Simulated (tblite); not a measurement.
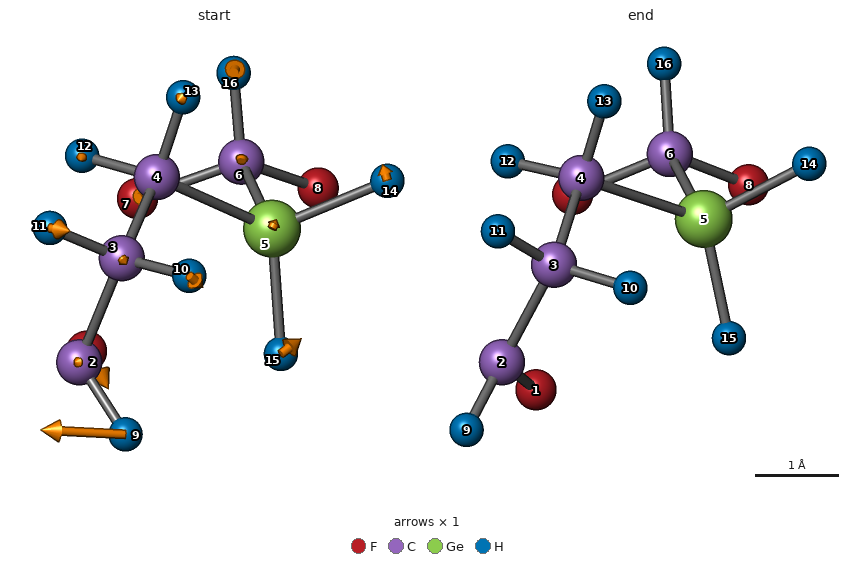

The structure of C4H8F3Ge (multiplicity 2) before (left) and after (right) a relaxation, at one scale. The orange arrows give the displacements, at their true length.

Style: ball-and-stick. Shown from a free direction.

Method: tblite 0.8.0, GFN2-xTB geometry optimisation, gas phase. 

What changed between the two?

The largest move after the best rigid fit is that of H9, 1.08 Å. By element the largest moves are H 1.08 Å, F 0.58 Å, Ge 0.14 Å, C 0.13 Å. Among the contacts that change: F1–Ge5 2.708 → 2.940 Å, C4–Ge5 1.929 → 1.995 Å, Ge5–H14 1.567 → 1.510 Å, Ge5–C6 1.962 → 2.007 Å. Among the angles between lasting bonds that change: C3–C2–H9 111.5° → 125.2°, Ge5–C6–H16 106.6° → 116.1°, F1–C2–C3 108.1° → 116.5°. After 100 geometry steps the energy has fallen by 58.7 kJ/mol. The run took 0.65 s on 1 thread of Arm Neoverse V1, on a shared host.
